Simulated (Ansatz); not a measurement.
**Computed frozen-phonon scan: Ga2Cu (space group P4/mmm)**

Ga2Cu (space group P4/mmm)

```
CELL_PARAMETERS angstrom
      5.54212     0.00000     0.00000
      0.00000     2.77106     0.00000
      0.00000     0.00000     5.66530
ATOMIC_POSITIONS crystal
  Ga 0.25000 0.50000 0.28331
  Ga 0.75000 0.50000 0.28331
  Ga 0.25000 0.50000 0.71669
  Ga 0.75000 0.50000 0.71669
  Cu 0.00000 0.00000 0.00000
  Cu 0.50000 0.00000 0.00000
```

A phonon eigenvector at X = (0.5, 0.0, 0.0) is frozen into this cell: atom i moves by Q times the vector below, so Q is the largest atomic displacement, in Å. The cell is held. (q is in reciprocal vectors of the primitive cell; the cell shown is doubled to hold the pattern.)

```csv
atom,x,y,z
Ga1,0.000,0.000,1.000
Ga2,0.000,0.000,-1.000
Ga3,0.000,0.000,1.000
Ga4,0.000,0.000,-1.000
```

Atoms not listed stay in place.

Computed with LDA (plane waves to 420 eV, PAW, scalar-relativistic; Ansatz, a program for electronic structure). k mesh 9×17×8 (Γ-centred), Fermi-Dirac smearing 0.05 eV. Energies are smeared free energies. With partly filled bands, energies and forces of such displacements shift with the k mesh and the smearing. Ga2Cu is run without spin polarisation. Ga2Cu was relaxed with its symmetry unable to fall. ΔE is measured from the undisplaced structure.

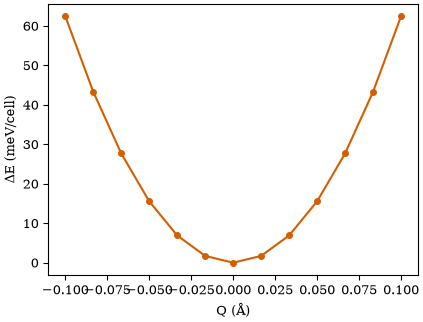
Fig. 1. ΔE (meV/cell) against Q (Å); computed points joined by lines.

The energy at Q = 0.100 Å is 63 meV/cell. Shape of the curve: a single well with its minimum at or next to zero displacement. Harmonic wavenumber from the curvature (finite differences): 110 cm⁻¹. Space group of the distorted cell: Pmma (No. 51), lowered from P4/mmm. Symmetry of the curve: even: the same for both signs.

E″ = 12.43 eV/Å², M = Σ mᵢ|uᵢ|² = 278.9 u, ν̃ = 521.5·√(|E″|/M).

(A displaced cell: forces are minus the slopes of the energy, force constants its curvatures, and phonons follow from these.)
